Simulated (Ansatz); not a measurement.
**One shape, several levels: BH3 (borane)**

We compute a comparison of 6 runs (BLYP/3-21G, wB97X/3-21G, SVWN5/6-31G*, wB97M-V/6-31G*, CCSDT(Q)/3-21G, CCSDTQ/3-21G) of BH3 (borane). 

The calculation is run with Ansatz 0.2.0.

54 further runs of the same task are left out: 54 set aside as unsound or not needed.

**1. Starting point**

BH3: 4 atoms, total charge 0, spin state singlet. As SMILES, `B`. The H2–B1 distance was set to 2.984 Å, away from the relaxed value. At this shape a bond of the SMILES string is far longer than usual.

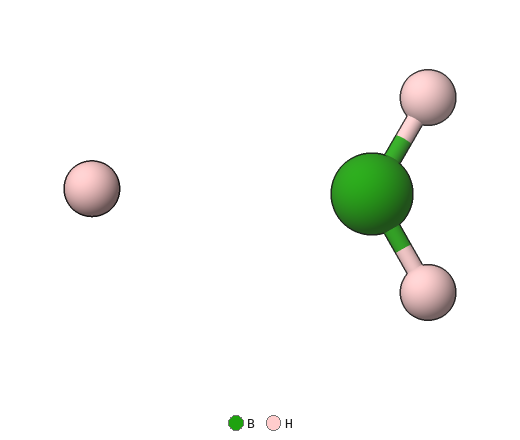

The structure, seen from a chosen angle (boron green, hydrogen pink).

**2. The energy at BLYP/3-21G (run 1)**

Contents of run.yaml:

```yaml
basis:
  gaussian: {orbitals: 3-21G.json}
crystal:
  periodic: [false, false, false]
  atoms:
    - {symbol: B, position_ang: [-1.438531, -0.610292, -0.865939]}
    - {symbol: H, position_ang: [0.982200, 0.381700, 0.568800]}
    - {symbol: H, position_ang: [-1.728631, -1.766992, -0.817839]}
    - {symbol: H, position_ang: [-2.116831, 0.149708, -1.487739]}
hamiltonian: {xc: {name: BLYP}}
accuracy: high
```

The basis set 3-21G is read from a file made from the Basis Set Exchange's data (not shown).

Command:

```bash
$ ansatz run run.yaml --threads 1 --pin off --max-ram 2610MiB --events-out events.jsonl --progress --plain --runs-dir runs
```

The program printed:

```text
Warning: RAYON_NUM_THREADS=1 ignored (pool sized by the plan → 1); use --threads N
Functional definition: BLYP
  name "BLYP"
  parameter beta = 0.0042
  parameter a = 0.04918
  parameter b = 0.132
  parameter c = 0.2533
  parameter d = 0.349
  exchange = b88_x(beta = beta)
  correlation = lyp_c(a = a, b = b, c = c, d = d)
284 factors; integrals over basis functions are off by at most 3.0e-9 eV
mean field evaluation 1: about -713.9765 eV, gradient 8.3e0 eV
mean field evaluation 2: about -713.4804 eV, gradient 1.0e1 eV
mean field evaluation 4: about -714.0473 eV, gradient 5.9e0 eV
mean field evaluation 8: about -714.1275 eV, gradient 4.3e0 eV
mean field -714.23737000 eV, -26.2477392200 hartree, gradient 9.4e-8 eV, S^2 0.000000; 0 other end points of the search recorded, 0 dependent functions left out
reference -714.23740694 eV, -26.2477405775 hartree; 4, 4 occupied and 11, 11 virtual orbitals, 284 factors
Total energy: -714.23740694 eV, -26.2477405775 hartree
```

It took 0.48 s on 1 thread of Arm Neoverse V1, shared host.

**3. A single-point energy at wB97X/3-21G (run 2)**

Contents of job.yaml:

```yaml
basis:
  gaussian: {orbitals: 3-21G.json}
crystal:
  periodic: [false, false, false]
  atoms:
    - {symbol: B, position_ang: [-1.438531, -0.610292, -0.865939]}
    - {symbol: H, position_ang: [0.982200, 0.381700, 0.568800]}
    - {symbol: H, position_ang: [-1.728631, -1.766992, -0.817839]}
    - {symbol: H, position_ang: [-2.116831, 0.149708, -1.487739]}
hamiltonian: {xc: {name: wB97X}}
accuracy: high
```

The basis set 3-21G is read from a file made from the Basis Set Exchange's data (not shown).

Command:

```bash
$ ansatz run job.yaml --threads 1 --pin off --max-ram 2610MiB --events-out events.jsonl --progress --plain --runs-dir runs
```

The program printed:

```text
Warning: RAYON_NUM_THREADS=1 ignored (pool sized by the plan → 1); use --threads N
Functional definition: wB97X
  name "wB97X"
  parameter omega = 0.3/bohr
  parameter cx = 0.157706
  parameter cx1 = 0.726479
  parameter cx2 = 1.04760
  parameter cx3 = -5.70635
  parameter cx4 = 13.2794
  parameter css1 = -4.33879
  parameter css2 = 18.2308
  parameter css3 = -31.7430
  parameter css4 = 17.2901
  parameter cos1 = 2.37031
  parameter cos2 = -11.3995
  parameter cos3 = 6.58405
  parameter cos4 = -3.78132
  exchange = spin_sum(e_x_unif_sr(omega)*poly(b97_u_x, 1 - cx, cx1, cx2, cx3, cx4)) + cx*exact_x_sr(omega)
      + exact_x_lr(omega)
  correlation = spin_sum(e_c_pw_same_spin*poly(b97_u_same, 1, css1, css2, css3, css4))
      + integral(e_c_pw_opposite_spin*poly(b97_u_opposite, 1, cos1, cos2, cos3, cos4))
284 factors; integrals over basis functions are off by at most 3.0e-9 eV
145 factors; integrals over basis functions are off by at most 1.4e-9 eV
mean field evaluation 1: about -711.8392 eV, gradient 1.5e1 eV
mean field evaluation 2: about -711.7121 eV, gradient 1.8e1 eV
mean field evaluation 4: about -713.7001 eV, gradient 3.8e-1 eV
mean field evaluation 8: about -713.6778 eV, gradient 6.0e-3 eV
mean field evaluation 16: about -713.6778 eV, gradient 1.8e-6 eV
mean field -713.67778331 eV, -26.2271747884 hartree, gradient 3.0e-8 eV, S^2 0.000000; 0 other end points of the search recorded, 0 dependent functions left out
reference -713.67778154 eV, -26.2271747233 hartree; 4, 4 occupied and 11, 11 virtual orbitals, 284 factors
Total energy: -713.67778154 eV, -26.2271747233 hartree
```

Run time: 2.1 s. Hardware: 1 thread of Arm Neoverse V1, shared host; peak memory 0.15 GiB.

**4. The energy at SVWN5/6-31G(d) (spherical functions) (run 3)**

Contents of molecule.yaml:

```yaml
crystal:
  periodic: [false, false, false]
  atoms:
    - {symbol: B, position_ang: [-1.438531, -0.610292, -0.865939]}
    - {symbol: H, position_ang: [0.982200, 0.381700, 0.568800]}
    - {symbol: H, position_ang: [-1.728631, -1.766992, -0.817839]}
    - {symbol: H, position_ang: [-2.116831, 0.149708, -1.487739]}
basis:
  gaussian: {orbitals: 6-31G_st_-spherical.json}
hamiltonian: {xc: {name: SVWN5}}
accuracy: high
```

The basis set 6-31G* is read from a file made from the Basis Set Exchange's data (not shown).

Command:

```bash
$ ansatz run molecule.yaml --threads 1 --pin off --max-ram 2610MiB --events-out events.jsonl --progress --plain --runs-dir runs
```

The program printed:

```text
Warning: RAYON_NUM_THREADS=1 ignored (pool sized by the plan → 1); use --threads N
Functional definition: SVWN5
  name "SVWN5"
  exchange = slater_x
  correlation = vwn5_c
409 factors; integrals over basis functions are off by at most 1.3e-8 eV
mean field evaluation 1: about -709.2111 eV, gradient 9.2e0 eV
mean field evaluation 2: about -709.2406 eV, gradient 7.9e0 eV
mean field evaluation 4: about -709.5198 eV, gradient 2.5e0 eV
mean field evaluation 8: about -709.5502 eV, gradient 6.0e-1 eV
mean field evaluation 16: about -709.5526 eV, gradient 9.3e-6 eV
mean field -709.55256076 eV, -26.0755756560 hartree, gradient 1.8e-8 eV, S^2 0.000000; 0 other end points of the search recorded, 0 dependent functions left out
reference -709.55256284 eV, -26.0755757325 hartree; 4, 4 occupied and 16, 16 virtual orbitals, 409 factors
Total energy: -709.55256284 eV, -26.0755757325 hartree
```

Wall time 0.4 s (1 thread of Arm Neoverse V1, shared host).

Runs 4 to 5 aren't shown in full; the table further down has their settings and results.

**5. The energy at CCSDTQ/3-21G (run 6)**

Contents of input.yaml:

```yaml
basis:
  gaussian: {orbitals: 3-21G.json}
crystal:
  periodic: [false, false, false]
  atoms:
    - {symbol: B, position_ang: [-1.438531, -0.610292, -0.865939]}
    - {symbol: H, position_ang: [0.982200, 0.381700, 0.568800]}
    - {symbol: H, position_ang: [-1.728631, -1.766992, -0.817839]}
    - {symbol: H, position_ang: [-2.116831, 0.149708, -1.487739]}
accuracy: high
correlation: {method: ccsdtq, frozen_orbitals: {B: 1, H: 0}}
scf: {omitted_lower_state_checks: [cluster_reference, increment]}
```

The basis set 3-21G is read from a file made from the Basis Set Exchange's data (not shown).

Command:

```bash
$ ansatz run input.yaml --threads 1 --pin off --max-ram 2610MiB --events-out events.jsonl --progress --plain --runs-dir runs
```

The program printed:

```text
Warning: RAYON_NUM_THREADS=1 ignored (pool sized by the plan → 1); use --threads N
[... 11 lines left out ...]
1 core orbitals not correlated: weight in the atoms' cores, before any rotation towards them, 1.000 or more for the frozen orbitals, at most 0.000 for the correlated occupied ones
[... 28 lines left out ...]
WARN: these amplitudes may be one of several solutions (largest doubles amplitude 0.63, level shift 4.41 eV)
Total energy: -711.86448757 eV, -26.1605373991 hartree
Checks for a lower state left out: cluster_reference, increment
```

Wall time 1.5 s (1 thread of Arm Neoverse V1, shared host).

**6. The series**

```
run                                 level  frozen core orbitals  energy (Eh)  wall time
  1                            BLYP/3-21G                     –   -26.247741     0.48 s
  2                           wB97X/3-21G                     –   -26.227175      2.1 s
  3    SVWN5/6-31G* (spherical functions)                     –   -26.075576      0.4 s
  4  wB97M-V/6-31G* (spherical functions)                     –   -26.360968      6.9 s
  5                        CCSDT(Q)/3-21G                     1   -26.160496     0.24 s
  6                          CCSDTQ/3-21G                     1   -26.160537      1.5 s
```

**7. Summary of results**

| quantity | value |
| --- | --- |
| run 6: total energy | -26.16054 Eh |
| run 6: correlation energy (1 core orbital frozen) | -156.1 mEh |
| run 6: T1 diagnostic | 0.054 |

What this shows: Totals of different functionals can't be ranked against each other. In runs 5, 6 the log says that unrestricted orbitals would lower the reference, so the values rest on an unstable closed-shell determinant (other closed-shell runs at this shape may share the fault). All runs together took 12 s, the longest 6.9 s.
